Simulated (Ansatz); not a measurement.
**C2H6O: molecular dynamics (part 1 of 2)**

- system: C2H6O (disordered cell, 36 atoms in the cell)
- method: DFT PBE-D3(BJ), scalar-relativistic, plane waves, PAW, no spin polarisation (Ansatz 0.2.0)

One setting was made poor on purpose. It belongs to a series of runs on one base structure; here: dynamics from the last frame of the run before. Figures and captions count atoms from 1; the log counts them from 0 in places.

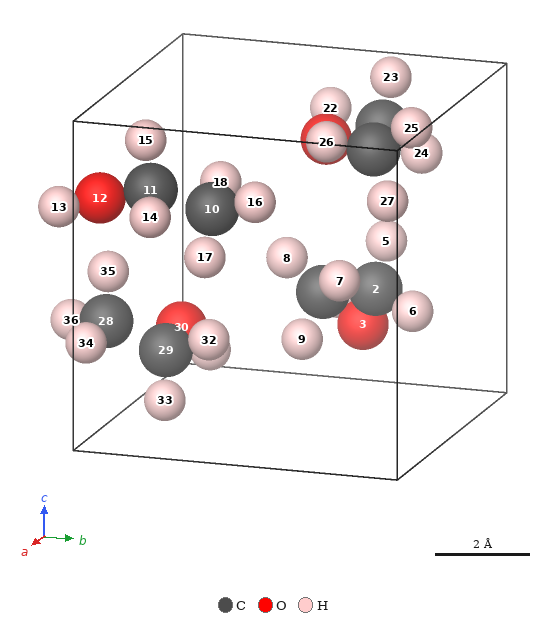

*The structure as given in the input (spheres-only view of the cell of the calculation, seen slightly off an axis; atoms are numbered from 1 in the order of the input).*

## Key numbers

| quantity | value |
| --- | --- |
| outcome | finished |
| mean temperature over the second half | 346 K |
| trajectory | 200 steps, 400 fs |
| ensemble | nvt_langevin |
| temperature in the input | 400.0 K |
| time step | 2.0 fs |
| electrons treated | 80 |
| potential energy (free energy of the electrons) (last step) | −4661.0684 eV |
| Fermi energy (last step) | 0.386 eV |
| largest force (length of the vector) (last step) | 3.964 eV/Å |
| hardware | 1 thread of AMD EPYC (Zen 4), 16 GiB of memory available, shared host |
| wall time | 4.3 min |
| peak memory | 0.45 GiB |

The time step is long for the lightest atoms at this temperature, so the integration is inaccurate. The input asks for low accuracy. The k-point mesh is coarse for a cell of this size, so the results may not be converged. So short a trajectory is not equilibrated. The logged temperature at the start can lie below the typed one, since it is counted over all degrees of freedom.

## The input
```yaml
accuracy: low
crystal:
  lattice:
    - [7.293633, 0.0, 0.0]
    - [0.0, 7.293633, 0.0]
    - [0.0, 0.0, 7.293633]
  atoms:
    - { symbol: C, position: [0.23096721, 0.51105699, 0.3236558] }
    - { symbol: C, position: [0.05093839, 0.61198127, 0.29422871] }
    - { symbol: O, position: [-0.06713629, 0.53329506, 0.14818246] }
    - { symbol: H, position: [-0.13794312, 0.43428669, 0.20261926] }
    - { symbol: H, position: [-0.04304187, 0.61397808, 0.41520767] }
    - { symbol: H, position: [0.08637222, 0.73842383, 0.24666541] }
    - { symbol: H, position: [0.33560042, 0.59715613, 0.39291699] }
    - { symbol: H, position: [0.20349795, 0.39033537, 0.40970656] }
    - { symbol: H, position: [0.27440331, 0.46113354, 0.18706205] }
    - { symbol: C, position: [0.63658206, 0.3065014, 0.66444834] }
    - { symbol: C, position: [0.76390637, 0.15925314, 0.743202] }
    - { symbol: O, position: [0.70083715, -0.01852805, 0.68599042] }
    - { symbol: H, position: [0.79452355, -0.11381914, 0.67600054] }
    - { symbol: H, position: [0.90778094, 0.20606875, 0.7018448] }
    - { symbol: H, position: [0.77905968, 0.14878508, 0.89696624] }
    - { symbol: H, position: [0.65055574, 0.44294987, 0.70074346] }
    - { symbol: H, position: [0.63174425, 0.28149789, 0.51371881] }
    - { symbol: H, position: [0.48695121, 0.28180147, 0.70503492] }
    - { symbol: C, position: [0.33041584, 0.70073313, 0.79951887] }
    - { symbol: C, position: [0.12560893, 0.65859928, 0.81088538] }
    - { symbol: O, position: [0.07642887, 0.4687023, 0.74278735] }
    - { symbol: H, position: [-0.04121517, 0.44275011, 0.80487953] }
    - { symbol: H, position: [0.07727403, 0.66838975, 0.94870577] }
    - { symbol: H, position: [0.05138233, 0.75452667, 0.71952006] }
    - { symbol: H, position: [0.36455799, 0.82941401, 0.88573588] }
    - { symbol: H, position: [0.41561305, 0.58442811, 0.8349014] }
    - { symbol: H, position: [0.36095863, 0.75396467, 0.65539926] }
    - { symbol: C, position: [0.56739461, -0.04437231, 0.2742374] }
    - { symbol: C, position: [0.48366258, 0.11133145, 0.17786604] }
    - { symbol: O, position: [0.2891147, 0.09364475, 0.19514162] }
    - { symbol: H, position: [0.20993537, 0.15517367, 0.11090325] }
    - { symbol: H, position: [0.52233823, 0.25718198, 0.23297493] }
    - { symbol: H, position: [0.5050564, 0.11525883, 0.0315774] }
    - { symbol: H, position: [0.70621959, -0.05997771, 0.24359991] }
    - { symbol: H, position: [0.56991175, -0.037451, 0.42622631] }
    - { symbol: H, position: [0.50579903, -0.17339442, 0.25078467] }
basis:
  ecutwfc: 420.0
kpoints:
  mp_grid: { grid: [1, 1, 1] }
hamiltonian:
  xc: pbe
  dispersion: d3bj
scf:
  occupations: { method: fermi_dirac, width: 0.02 }
  lower_state_search: "off"
  max_iter: 56
md:
  timestep: 2.0
  n_steps: 200
  ensemble: nvt_langevin
  temperature: 400.0
  initial_velocities: maxwell_boltzmann
  seed: 939138
  friction: 0.05
```

Run as:
```bash
ansatz run input.yaml --threads 1 --pin off --max-ram 3072MiB --backend cpu --events-out ev --progress --plain --runs-dir out
```

## Log
```
Warning: md: disabling space-group detection — thermal motion breaks the input geometry's symmetry, so no spatial operation reduces the k-mesh or symmetrises the density; time reversal is kept, so that k and −k are solved as one point where they differ and the mesh holds both, and exact exchange and, on two spinor components, a DFT+U term hold to it where the run has them: on two components no moment then forms, and a state that bears one, which a typed moment (crystal.atoms[].spin; refused beside efield: under a hybrid functional) reaches, can lie lower, under hf by electronvolts; crystal.symmetry.detect: false (a key that needs symmetry detection or time reversal refuses this as the deck is read) with time_reversal: false beside it drops time reversal too
Engine: ansatz 0.2.0, x86_64-unknown-linux-gnu
Pseudopotentials: kind: paw
Pseudopotential: C, paw, valence charge 4, recommended cutoff 420 eV (normal), C.paw.azcp
Pseudopotential: O, paw, valence charge 6, recommended cutoff 420 eV (normal), O.paw.azcp
Pseudopotential: H, paw, valence charge 1, recommended cutoff 420 eV (normal), H.paw.azcp
Functional definition: PBE
  parameter kappa = 0.804
  parameter beta = 0.06672455060314922
  exchange = pbe_x(kappa = kappa, mu = beta*pi^2/3)
  correlation = pbe_c(beta = beta)
Crystal: 36 atoms, lattice volume = 388.000 Å³
Basis set: ecut = 420 eV, 7521 PW (Γ), exchange–correlation on 100×100×100 points (8 copies of the dense FFT grid, shifted against one another)
Bands: 76, of which v1, the nominal top of the filled ones, is band 40 counted from 1 (39 counted from 0)
Symmetry: 1 space group operations
k-points: 1
Non-local potential: C, projectors of the file, l = 0: 2, l = 1: 2, l = 2: 1
Non-local potential: O, projectors of the file, l = 0: 2, l = 1: 2, l = 2: 1
Non-local potential: H, projectors of the file, l = 0: 2, l = 1: 1
PAW form: soft (Blöchl's): semilocal exchange-correlation on the pseudo side does not see the compensation charge
PAW one-centre angular grid: C, 110 points (default); XC on 64 Gauss nodes
PAW one-centre angular grid: O, 110 points (default); XC on 64 Gauss nodes
PAW one-centre angular grid: H, 110 points (default); XC on 64 Gauss nodes
Initial density: superposition of atomic densities (neutral atoms: chi_scale 0, normalization atom), corrected by the library's trained network
Initial wavefunctions: pseudopotential atomic-orbital guess
Functional: x = pbe(κ = 0.804, μ = 0.2195149727645171), c = pbe(β = 0.06672455060314922)
SCF iter   1: F=—  HF=-4660.817061 eV  |F-HF|=—  |Δ(HF+E_count)|=         —  Δρ=4.21e-3  dr2=9.69e-2  ethr=1.77e-3  ⟨swp⟩=6.0  Hψ=359  notcnv=0  defer=8
preconditioner: auto → Resta (q_TF=auto, 2.097 Å⁻¹)  ε∞=2.1  [insulator: Δε(μ)=4.760 eV  Ē_g=15.829 eV  σ=0.020 eV  W_gap=1.00  n_scr=56 (ndim 8)  ℏωp=16.9 eV  f_vac=0.268  D(μ)=0.00/eV (n_scr^D=0)  ε∞_Penn≈2.1]
SCF iter   2: F=—  HF=-4660.798890 eV  |F-HF|=—  |Δ(HF+E_count)|=   1.82e-2  Δρ=2.14e-3  dr2=2.19e-2  ethr=1.21e-4  ⟨swp⟩=3.0  Hψ=134  notcnv=0  defer=30
SCF iter   3: F=—  HF=-4660.799373 eV  |F-HF|=—  |Δ(HF+E_count)|=   4.83e-4  Δρ=1.21e-3  dr2=5.79e-3  ethr=2.74e-5  ⟨swp⟩=2.0  Hψ=89  notcnv=0  defer=30
SCF iter   4: F=—  HF=-4660.798666 eV  |F-HF|=—  |Δ(HF+E_count)|=   7.07e-4  Δρ=3.64e-4  dr2=5.44e-4  ethr=7.24e-6  ⟨swp⟩=2.0  Hψ=89  notcnv=0  defer=30
SCF iter   5: F=—  HF=-4660.798711 eV  |F-HF|=—  |Δ(HF+E_count)|=   4.51e-5  Δρ=1.06e-4  dr2=5.30e-5  ethr=6.80e-7  ⟨swp⟩=2.0  Hψ=89  notcnv=0  defer=30
SCF iter   6: F=—  HF=-4660.798799 eV  |F-HF|=—  |Δ(HF+E_count)|=   8.80e-5  Δρ=4.32e-5  dr2=5.64e-6  ethr=6.63e-8  ⟨swp⟩=2.0  Hψ=86  notcnv=0  defer=30
SCF iter   7: F=—  HF=-4660.798783 eV  |F-HF|=—  |Δ(HF+E_count)|=   1.63e-5  Δρ=1.73e-5  dr2=8.84e-7  ethr=7.05e-9  ⟨swp⟩=2.0  Hψ=86  notcnv=0  defer=30
SCF iter   8: F=—  HF=-4660.798783 eV  |F-HF|=—  |Δ(HF+E_count)|=   9.69e-8  Δρ=3.63e-6  dr2=5.13e-8  ethr=1.11e-9  ⟨swp⟩=2.0  Hψ=86  notcnv=0  defer=30
SCF iter   9: F=-4660.798783 eV  HF=-4660.798783 eV  |F-HF|=2.21e-9  |Δ(HF+E_count)|=   3.72e-8  Δρ=9.63e-7  dr2=4.79e-9  ethr=4.50e-11  ⟨swp⟩=4.0  Hψ=188  notcnv=0
SCF 1 converged in 9 iterations: F = -4660.798783 eV  dr2 = 4.79e-9
  greatest PAW one-centre occupation: 0.865 electrons in one spin orbital (limit 2), on the O atom at site 20 (counted from 0), in its partial waves of l = 0
md step     0: t =     0.00 fs  T =   388.9 K  F+E_penalty+E_count = -4660.79878277 eV  E_kin = 1.809640 eV  (9 SCF iters)
Initial density: handed on by an earlier stage of this run
Initial wavefunctions: those handed on with the density
iter 1 solved again at ethr=5.74e-4 eV; its pass at ethr=3.10e-3 eV (dr2=4.60e-1 eV) is discarded
SCF iter   1: F=—  HF=-4660.793227 eV  |F-HF|=—  |Δ(HF+E_count)|=         —  Δρ=1.58e-2  dr2=4.92e-1  ethr=5.74e-4  ⟨swp⟩=7.0  Hψ=372  notcnv=0
preconditioner: auto → Resta (q_TF=auto, 2.097 Å⁻¹)  ε∞=2.2  [insulator: Δε(μ)=4.783 eV  Ē_g=15.689 eV  σ=0.020 eV  W_gap=1.00  n_scr=56 (ndim 8)  ℏωp=16.9 eV  f_vac=0.278  D(μ)=0.00/eV (n_scr^D=0)  ε∞_Penn≈2.2]
SCF iter   2: F=—  HF=-4660.695323 eV  |F-HF|=—  |Δ(HF+E_count)|=   9.79e-2  Δρ=7.11e-3  dr2=7.66e-2  ethr=5.74e-4  ⟨swp⟩=2.0  Hψ=110  notcnv=0  defer=29
SCF iter   3: F=—  HF=-4660.687223 eV  |F-HF|=—  |Δ(HF+E_count)|=   8.10e-3  Δρ=2.30e-3  dr2=1.19e-2  ethr=9.58e-5  ⟨swp⟩=2.0  Hψ=86  notcnv=0  defer=29
SCF iter   4: F=—  HF=-4660.685601 eV  |F-HF|=—  |Δ(HF+E_count)|=   1.62e-3  Δρ=5.03e-4  dr2=7.47e-4  ethr=1.49e-5  ⟨swp⟩=2.0  Hψ=94  notcnv=0  defer=29
SCF iter   5: F=—  HF=-4660.685532 eV  |F-HF|=—  |Δ(HF+E_count)|=   6.92e-5  Δρ=1.58e-4  dr2=9.75e-5  ethr=9.33e-7  ⟨swp⟩=2.0  Hψ=87  notcnv=0  defer=29
SCF iter   6: F=—  HF=-4660.685620 eV  |F-HF|=—  |Δ(HF+E_count)|=   8.89e-5  Δρ=6.40e-5  dr2=1.55e-5  ethr=1.22e-7  ⟨swp⟩=2.0  Hψ=84  notcnv=0  defer=29
SCF iter   7: F=—  HF=-4660.685617 eV  |F-HF|=—  |Δ(HF+E_count)|=   2.96e-6  Δρ=2.40e-5  dr2=2.19e-6  ethr=1.94e-8  ⟨swp⟩=2.0  Hψ=116  notcnv=0  defer=29
SCF iter   8: F=—  HF=-4660.685618 eV  |F-HF|=—  |Δ(HF+E_count)|=   4.83e-7  Δρ=5.44e-6  dr2=1.50e-7  ethr=2.74e-9  ⟨swp⟩=2.0  Hψ=87  notcnv=0  defer=29
SCF iter   9: F=-4660.685618 eV  HF=-4660.685618 eV  |F-HF|=3.55e-9  |Δ(HF+E_count)|=   5.14e-8  Δρ=1.70e-6  dr2=1.17e-8  ethr=4.50e-11  ⟨swp⟩=5.0  Hψ=214  notcnv=0
SCF 2 converged in 9 iterations: F = -4660.685618 eV  dr2 = 1.17e-8
  greatest PAW one-centre occupation: 0.865 electrons in one spin orbital (limit 2), on the O atom at site 29 (counted from 0), in its partial waves of l = 0
md step     1: t =     2.00 fs  T =   425.3 K  F+E_penalty+E_count = -4660.68561801 eV  E_kin = 1.978985 eV  (9 SCF iters, 3 dispersion substeps)
[... from here on the SCF iterations and repeated set-up lines of each step are left out, up to the last step ...]
md step     2: t =     4.00 fs  T =   469.7 K  F+E_penalty+E_count = -4660.83860620 eV  E_kin = 2.185676 eV  (9 SCF iters, 3 dispersion substeps)
md step     3: t =     6.00 fs  T =   386.1 K  F+E_penalty+E_count = -4660.66849949 eV  E_kin = 1.796630 eV  (9 SCF iters, 3 dispersion substeps)
md step     4: t =     8.00 fs  T =   390.8 K  F+E_penalty+E_count = -4660.82311363 eV  E_kin = 1.818480 eV  (9 SCF iters, 3 dispersion substeps)
md step     5: t =    10.00 fs  T =   348.0 K  F+E_penalty+E_count = -4660.60817720 eV  E_kin = 1.619383 eV  (9 SCF iters, 3 dispersion substeps)
md step     6: t =    12.00 fs  T =   350.8 K  F+E_penalty+E_count = -4660.87800313 eV  E_kin = 1.632295 eV  (9 SCF iters, 3 dispersion substeps)
md step     7: t =    14.00 fs  T =   368.2 K  F+E_penalty+E_count = -4660.92592012 eV  E_kin = 1.713411 eV  (9 SCF iters, 3 dispersion substeps)
md step     8: t =    16.00 fs  T =   391.6 K  F+E_penalty+E_count = -4661.14784358 eV  E_kin = 1.822342 eV  (9 SCF iters, 3 dispersion substeps)
md step     9: t =    18.00 fs  T =   369.4 K  F+E_penalty+E_count = -4660.94785349 eV  E_kin = 1.719043 eV  (9 SCF iters, 3 dispersion substeps)
md step    10: t =    20.00 fs  T =   344.8 K  F+E_penalty+E_count = -4661.04990148 eV  E_kin = 1.604524 eV  (9 SCF iters, 3 dispersion substeps)
md step    11: t =    22.00 fs  T =   336.7 K  F+E_penalty+E_count = -4660.89851949 eV  E_kin = 1.566598 eV  (9 SCF iters, 3 dispersion substeps)
md step    12: t =    24.00 fs  T =   443.5 K  F+E_penalty+E_count = -4661.09769615 eV  E_kin = 2.063577 eV  (9 SCF iters, 3 dispersion substeps)
md step    13: t =    26.00 fs  T =   446.5 K  F+E_penalty+E_count = -4661.06231272 eV  E_kin = 2.077668 eV  (9 SCF iters, 3 dispersion substeps)
md step    14: t =    28.00 fs  T =   419.6 K  F+E_penalty+E_count = -4660.95498601 eV  E_kin = 1.952736 eV  (9 SCF iters, 3 dispersion substeps)
md step    15: t =    30.00 fs  T =   371.8 K  F+E_penalty+E_count = -4660.74212976 eV  E_kin = 1.729969 eV  (9 SCF iters, 3 dispersion substeps)
md step    16: t =    32.00 fs  T =   388.5 K  F+E_penalty+E_count = -4660.47326819 eV  E_kin = 1.807610 eV  (9 SCF iters, 3 dispersion substeps)
md step    17: t =    34.00 fs  T =   399.3 K  F+E_penalty+E_count = -4660.71777240 eV  E_kin = 1.858064 eV  (9 SCF iters, 3 dispersion substeps)
md step    18: t =    36.00 fs  T =   432.1 K  F+E_penalty+E_count = -4660.90403122 eV  E_kin = 2.010923 eV  (9 SCF iters, 3 dispersion substeps)
md step    19: t =    38.00 fs  T =   384.4 K  F+E_penalty+E_count = -4660.75046198 eV  E_kin = 1.788952 eV  (9 SCF iters, 3 dispersion substeps)
md step    20: t =    40.00 fs  T =   366.0 K  F+E_penalty+E_count = -4661.00605630 eV  E_kin = 1.702949 eV  (9 SCF iters, 3 dispersion substeps)
md step    21: t =    42.00 fs  T =   372.3 K  F+E_penalty+E_count = -4661.18870159 eV  E_kin = 1.732305 eV  (9 SCF iters, 3 dispersion substeps)
md step    22: t =    44.00 fs  T =   343.8 K  F+E_penalty+E_count = -4661.17250095 eV  E_kin = 1.599803 eV  (9 SCF iters, 3 dispersion substeps)
md step    23: t =    46.00 fs  T =   437.1 K  F+E_penalty+E_count = -4661.54559352 eV  E_kin = 2.034203 eV  (9 SCF iters, 3 dispersion substeps)
md step    24: t =    48.00 fs  T =   435.5 K  F+E_penalty+E_count = -4661.44756901 eV  E_kin = 2.026373 eV  (9 SCF iters, 3 dispersion substeps)
md step    25: t =    50.00 fs  T =   404.1 K  F+E_penalty+E_count = -4661.19125192 eV  E_kin = 1.880628 eV  (9 SCF iters, 3 dispersion substeps)
md step    26: t =    52.00 fs  T =   378.6 K  F+E_penalty+E_count = -4661.28195995 eV  E_kin = 1.761741 eV  (9 SCF iters, 3 dispersion substeps)
md step    27: t =    54.00 fs  T =   331.6 K  F+E_penalty+E_count = -4660.90345251 eV  E_kin = 1.542913 eV  (9 SCF iters, 3 dispersion substeps)
md step    28: t =    56.00 fs  T =   337.2 K  F+E_penalty+E_count = -4661.01128418 eV  E_kin = 1.568894 eV  (9 SCF iters, 3 dispersion substeps)
md step    29: t =    58.00 fs  T =   343.9 K  F+E_penalty+E_count = -4661.12358967 eV  E_kin = 1.600271 eV  (9 SCF iters, 3 dispersion substeps)
md step    30: t =    60.00 fs  T =   307.5 K  F+E_penalty+E_count = -4660.85017981 eV  E_kin = 1.431052 eV  (8 SCF iters, 3 dispersion substeps)
md step    31: t =    62.00 fs  T =   351.4 K  F+E_penalty+E_count = -4661.18816674 eV  E_kin = 1.635104 eV  (9 SCF iters, 3 dispersion substeps)
md step    32: t =    64.00 fs  T =   373.2 K  F+E_penalty+E_count = -4661.22820636 eV  E_kin = 1.736545 eV  (9 SCF iters, 3 dispersion substeps)
md step    33: t =    66.00 fs  T =   308.3 K  F+E_penalty+E_count = -4660.86652124 eV  E_kin = 1.434452 eV  (9 SCF iters, 3 dispersion substeps)
md step    34: t =    68.00 fs  T =   339.6 K  F+E_penalty+E_count = -4661.06669183 eV  E_kin = 1.580435 eV  (9 SCF iters, 3 dispersion substeps)
md step    35: t =    70.00 fs  T =   287.9 K  F+E_penalty+E_count = -4661.07379340 eV  E_kin = 1.339592 eV  (9 SCF iters, 3 dispersion substeps)
md step    36: t =    72.00 fs  T =   283.3 K  F+E_penalty+E_count = -4661.12755261 eV  E_kin = 1.318076 eV  (9 SCF iters, 3 dispersion substeps)
md step    37: t =    74.00 fs  T =   308.6 K  F+E_penalty+E_count = -4661.23338680 eV  E_kin = 1.436047 eV  (9 SCF iters, 3 dispersion substeps)
md step    38: t =    76.00 fs  T =   335.4 K  F+E_penalty+E_count = -4661.30632314 eV  E_kin = 1.560725 eV  (9 SCF iters, 3 dispersion substeps)
md step    39: t =    78.00 fs  T =   262.5 K  F+E_penalty+E_count = -4661.02354054 eV  E_kin = 1.221337 eV  (9 SCF iters, 3 dispersion substeps)
md step    40: t =    80.00 fs  T =   295.4 K  F+E_penalty+E_count = -4661.13985521 eV  E_kin = 1.374483 eV  (9 SCF iters, 3 dispersion substeps)
md step    41: t =    82.00 fs  T =   310.9 K  F+E_penalty+E_count = -4661.06749313 eV  E_kin = 1.446513 eV  (9 SCF iters, 3 dispersion substeps)
md step    42: t =    84.00 fs  T =   296.4 K  F+E_penalty+E_count = -4661.10492327 eV  E_kin = 1.379314 eV  (9 SCF iters, 3 dispersion substeps)
md step    43: t =    86.00 fs  T =   348.9 K  F+E_penalty+E_count = -4661.50985010 eV  E_kin = 1.623776 eV  (9 SCF iters, 3 dispersion substeps)
md step    44: t =    88.00 fs  T =   318.0 K  F+E_penalty+E_count = -4661.16746155 eV  E_kin = 1.479983 eV  (9 SCF iters, 3 dispersion substeps)
md step    45: t =    90.00 fs  T =   281.2 K  F+E_penalty+E_count = -4661.00498840 eV  E_kin = 1.308474 eV  (9 SCF iters, 3 dispersion substeps)
md step    46: t =    92.00 fs  T =   272.5 K  F+E_penalty+E_count = -4660.98829709 eV  E_kin = 1.267972 eV  (9 SCF iters, 3 dispersion substeps)
md step    47: t =    94.00 fs  T =   277.7 K  F+E_penalty+E_count = -4660.91178460 eV  E_kin = 1.292349 eV  (9 SCF iters, 3 dispersion substeps)
md step    48: t =    96.00 fs  T =   341.5 K  F+E_penalty+E_count = -4661.31460469 eV  E_kin = 1.589281 eV  (9 SCF iters, 3 dispersion substeps)
md step    49: t =    98.00 fs  T =   362.6 K  F+E_penalty+E_count = -4661.32713049 eV  E_kin = 1.687268 eV  (9 SCF iters, 3 dispersion substeps)
md step    50: t =   100.00 fs  T =   332.1 K  F+E_penalty+E_count = -4661.36856475 eV  E_kin = 1.545437 eV  (9 SCF iters, 3 dispersion substeps)
md step    51: t =   102.00 fs  T =   334.2 K  F+E_penalty+E_count = -4661.33239662 eV  E_kin = 1.555151 eV  (9 SCF iters, 3 dispersion substeps)
md step    52: t =   104.00 fs  T =   371.1 K  F+E_penalty+E_count = -4661.41604552 eV  E_kin = 1.726670 eV  (9 SCF iters, 3 dispersion substeps)
md step    53: t =   106.00 fs  T =   363.5 K  F+E_penalty+E_count = -4661.57632500 eV  E_kin = 1.691712 eV  (9 SCF iters, 3 dispersion substeps)
md step    54: t =   108.00 fs  T =   306.3 K  F+E_penalty+E_count = -4661.46728606 eV  E_kin = 1.425545 eV  (9 SCF iters, 3 dispersion substeps)
md step    55: t =   110.00 fs  T =   346.6 K  F+E_penalty+E_count = -4661.50798896 eV  E_kin = 1.612642 eV  (9 SCF iters, 3 dispersion substeps)
md step    56: t =   112.00 fs  T =   330.3 K  F+E_penalty+E_count = -4661.25402053 eV  E_kin = 1.536857 eV  (9 SCF iters, 3 dispersion substeps)
md step    57: t =   114.00 fs  T =   299.7 K  F+E_penalty+E_count = -4661.22366242 eV  E_kin = 1.394561 eV  (9 SCF iters, 3 dispersion substeps)
md step    58: t =   116.00 fs  T =   364.8 K  F+E_penalty+E_count = -4661.46922507 eV  E_kin = 1.697427 eV  (9 SCF iters, 3 dispersion substeps)
md step    59: t =   118.00 fs  T =   348.6 K  F+E_penalty+E_count = -4661.11316337 eV  E_kin = 1.622280 eV  (9 SCF iters, 3 dispersion substeps)
md step    60: t =   120.00 fs  T =   329.0 K  F+E_penalty+E_count = -4661.04186507 eV  E_kin = 1.530998 eV  (9 SCF iters, 3 dispersion substeps)
md step    61: t =   122.00 fs  T =   352.8 K  F+E_penalty+E_count = -4661.11664442 eV  E_kin = 1.641753 eV  (9 SCF iters, 3 dispersion substeps)
md step    62: t =   124.00 fs  T =   292.4 K  F+E_penalty+E_count = -4660.64243347 eV  E_kin = 1.360455 eV  (9 SCF iters, 3 dispersion substeps)
md step    63: t =   126.00 fs  T =   349.9 K  F+E_penalty+E_count = -4661.06341700 eV  E_kin = 1.628259 eV  (9 SCF iters, 3 dispersion substeps)
md step    64: t =   128.00 fs  T =   333.0 K  F+E_penalty+E_count = -4661.29161394 eV  E_kin = 1.549709 eV  (9 SCF iters, 3 dispersion substeps)
md step    65: t =   130.00 fs  T =   327.6 K  F+E_penalty+E_count = -4661.24730041 eV  E_kin = 1.524596 eV  (9 SCF iters, 3 dispersion substeps)
md step    66: t =   132.00 fs  T =   354.0 K  F+E_penalty+E_count = -4661.26501708 eV  E_kin = 1.647167 eV  (9 SCF iters, 3 dispersion substeps)
md step    67: t =   134.00 fs  T =   384.3 K  F+E_penalty+E_count = -4661.11752995 eV  E_kin = 1.788356 eV  (9 SCF iters, 3 dispersion substeps)
md step    68: t =   136.00 fs  T =   360.9 K  F+E_penalty+E_count = -4661.15538831 eV  E_kin = 1.679322 eV  (9 SCF iters, 3 dispersion substeps)
automatic band count: iteration 1 solves 46 bands in place of 76: the levels show a gap, and the empty bands left out lie too high to hold charge; the band table lists the bands solved (type scf.n_extra_bands for more)
preconditioner: auto → Resta (q_TF=auto, 2.097 Å⁻¹)  ε∞=2.9  [insulator: Δε(μ)=4.473 eV  Ē_g=11.627 eV  σ=0.020 eV  W_gap=1.00  n_scr=56 (ndim 8)  ℏωp=16.2 eV  f_vac=0.280  D(μ)=0.00/eV (n_scr^D=0)  ε∞_Penn≈2.9]
md step    69: t =   138.00 fs  T =   399.2 K  F+E_penalty+E_count = -4661.11286548 eV  E_kin
```
